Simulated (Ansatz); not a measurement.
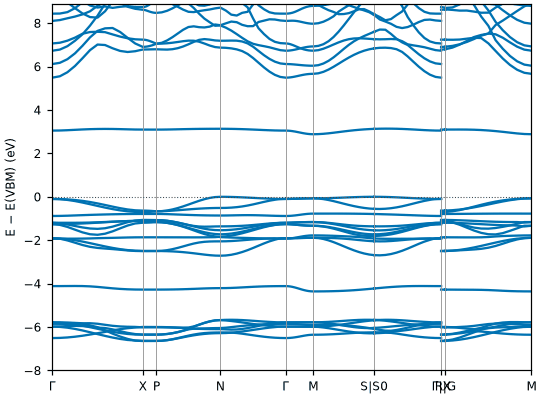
Band structure from DFT-r²SCAN in the program Ansatz with PAW potentials

Read off the gap and where the band edges lie.

About 2.9 eV (2.88 eV by a search for the band edges); maximum at S0, minimum at M.

Which compound is it?
A) AuBr, I4_1/amd (Au on 8c, Br on 8e)
B) CsBrF, I4/mmm (Cs on 4e, Br on 4e, F on 4e)
C) TiO2, anatase
D) SiS2, I-42d (Si on 4a, S on 8d)

B, CsBrF, I4/mmm (Cs on 4e, Br on 4e, F on 4e)

The workflow started from a Materials Project entry (that database holds measured and hypothetical structures alike); the Crystallography Open Database copy checked does not list it. Whether it is the stable phase at ambient conditions was not checked. The cell was relaxed with r²SCAN under the symmetry of its start; whether a distortion lowers the energy is not shown. Spin–orbit coupling is left out wherever it is not named.

Potentials: the later of the program's two PAW sets.
